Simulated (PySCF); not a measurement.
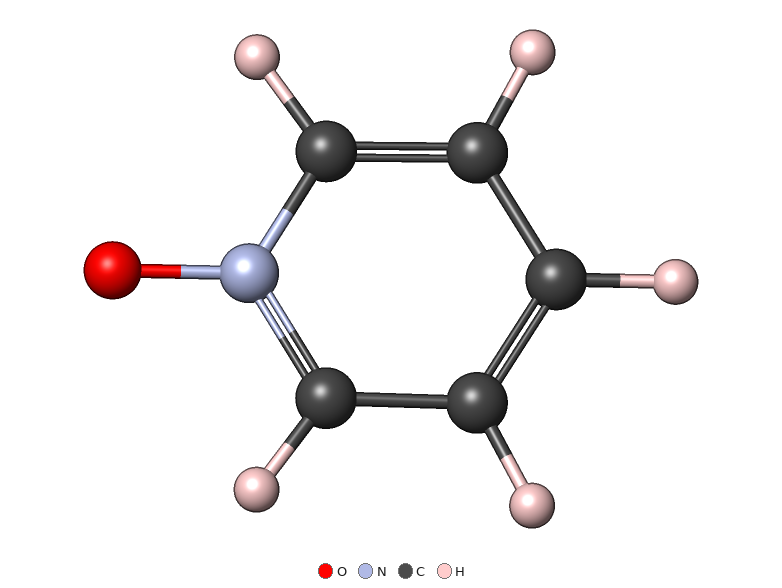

Description:

It has 12 atoms: 5 carbon, 5 hydrogen, 1 nitrogen and 1 oxygen (C₅H₅NO). SMILES: `[O-][n+]1ccccc1`. Independent rings (smallest set): 1 of 6 members, 1 of them aromatic. The point group is C2v. All atoms lie on one plane. Coordination: 1 N trigonal planar; 5 C trigonal planar.

More results for the same structure follow; atom numbers are the same in all pictures, views and colours differ. Computed geometry: PBE0-D3(BJ)/def2-SVP optimisation. No frequency run is at hand to confirm it as a minimum.

**Ring current**

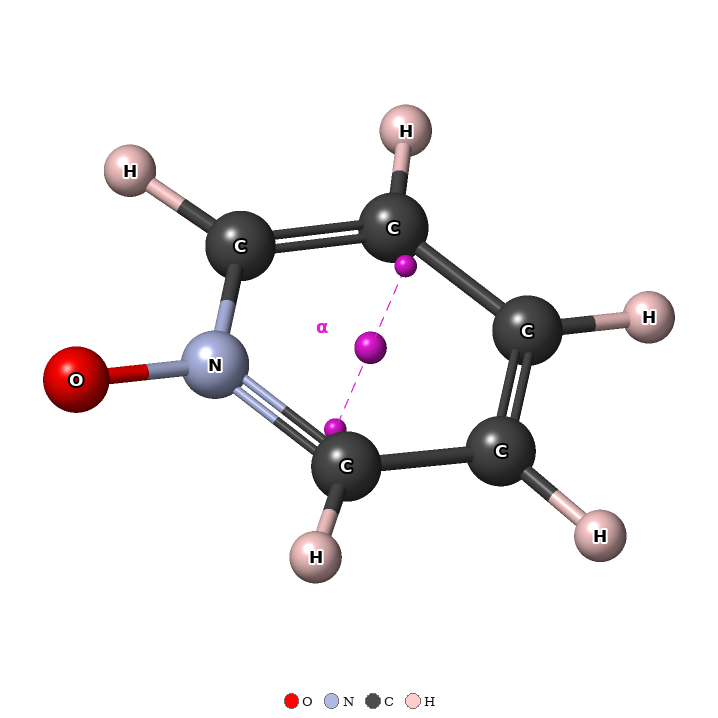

The small points mark where nucleus-independent chemical shifts (NICS) were computed: at the centre of each lettered ring and 1 Å above and below it. No frequency run is at hand to confirm it as a minimum. Level of theory: GIAO PBE0/pcSseg-1 NMR shielding, non-relativistic, gas phase (PySCF 2.14.0).

Give NICS(0), NICS(1) and the out-of-plane component NICS(1)zz for each ring (means of the two sides).

```tsv
ring	members	NICS(0)	NICS(1)	NICS(1)zz
α	C5N	−6.5	−8.5	−21.3
```

Values in ppm.

Question: What do the values say about the ring currents?

Answer: Ring α: diatropic, as in an aromatic ring. NICS is one index among several.

**Polarisability**

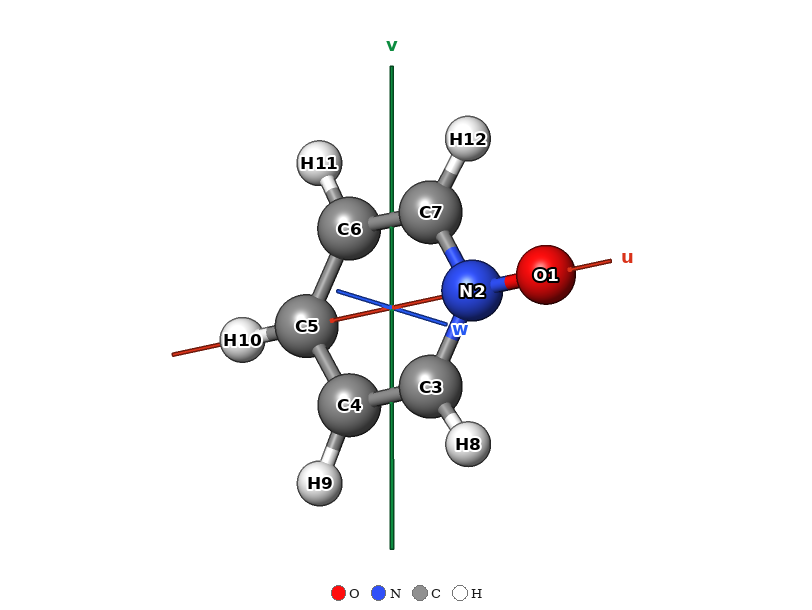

The lines u, v and w are the principal axes of the static dipole polarisability. No frequency run is at hand to confirm it as a minimum. Level of theory: CAM-B3LYP/def2-SVPD (PySCF 2.14.0).

Question: Along which axis is the molecule most polarisable, and along which least?

Answer: Most along u (in the molecular plane, nearly parallel to the O1–N2 bond), least along w (normal to the molecular plane).

Question: Give the three principal values.

Answer: u 99.3, v 76.7, w 40.7 bohr³; mean 72.2, anisotropy 51.1 bohr³.

**Excitation**

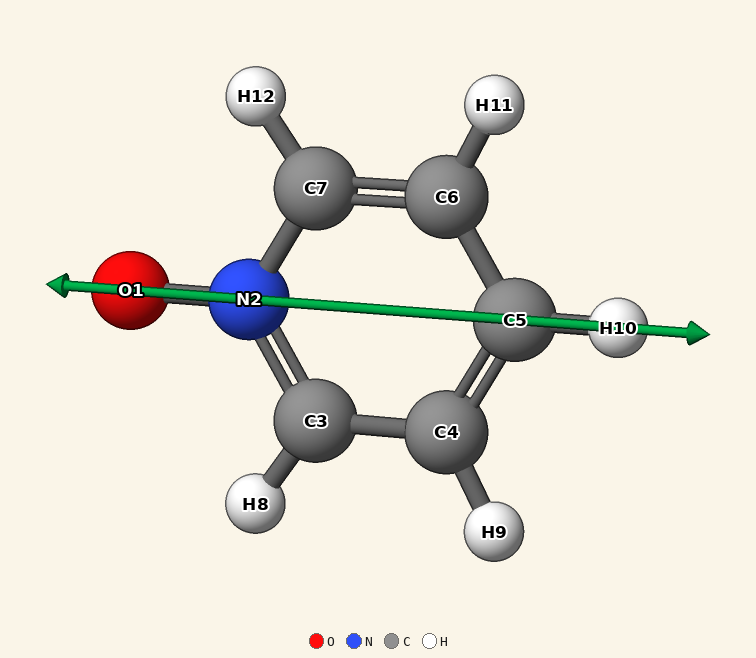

The double arrow shows the direction of the transition dipole to excited singlet state 3 (its length means nothing). No frequency run is at hand to confirm it as a minimum. Properties computed with TDDFT CAM-B3LYP/def2-SVPD, vertical, gas phase, core orbitals frozen in the response (PySCF 2.14.0).

Question: How is the transition polarised?

Answer: In the molecular plane, nearly parallel to the O1–N2 bond.

Question: Give its energy, strength and character.

Answer: 4.83 eV (257 nm), oscillator strength 0.23, mainly HOMO → LUMO (weight 0.93); transition dipole 3.57 D.

**Spin–spin coupling**

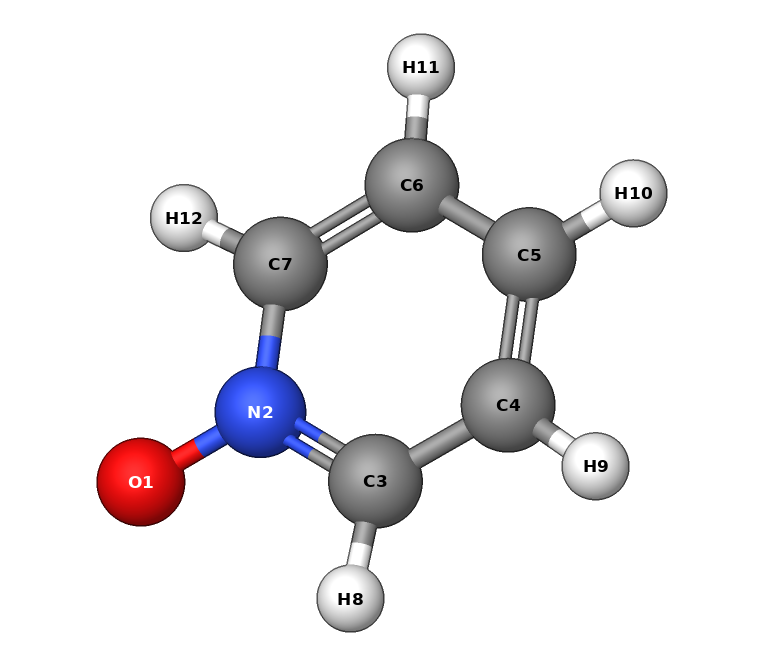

No frequency run is at hand to confirm it as a minimum. Method: B3LYP/pcJ-1 indirect spin-spin coupling, non-relativistic, gas phase (PySCF 2.14.0). Isotopes: 13C, 1H, 15N, 17O.

Give the spin–spin coupling constants of these pairs, with the number of bonds between them: O1/N2, N2/C3, N2/C7, N2/C4, N2/C6, N2/C5, N2/H11, N2/H9.

| pair | bonds apart | J (Hz) |
| --- | --- | --- |
| O1, N2 | 1 | −44.2 |
| N2, C3 | 1 | −15.5 |
| N2, C7 | 1 | −15.5 |
| N2, C4 | 2 | 0.8 |
| N2, C6 | 2 | 0.8 |
| N2, C5 | 3 | −4.9 |
| N2, H11 | 3 | −5.1 |
| N2, H9 | 3 | −5.1 |
